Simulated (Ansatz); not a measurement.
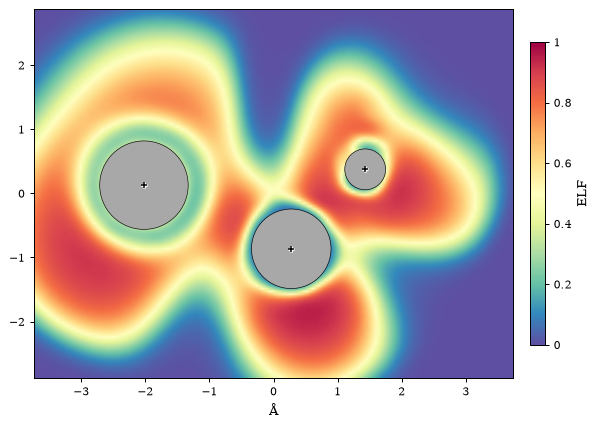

The ELF on a plane through atoms (crosses mark nuclei in the plane; grey discs cover the cores).

Theory: Ansatz 0.2.0, RKS PBE0-D4/def2-TZVPP.

Candidates:
A. H5O2PSi (SMILES O[SiH2]OP)
B. CH5B2F (SMILES BCBF)
C. H4NPTe (SMILES NP[TeH])

Q: Which candidate gave the map?

A: Candidate C: H4NPTe on the plane of atoms N1, P2 and Te3, which holds N, P and Te. P–N (1.69 Å): the ELF peaks at about 0.90 between the atoms; a polar covalent bond. Te–P (2.50 Å): the ELF peaks at about 0.85 between the atoms, as expected for a shared electron pair.
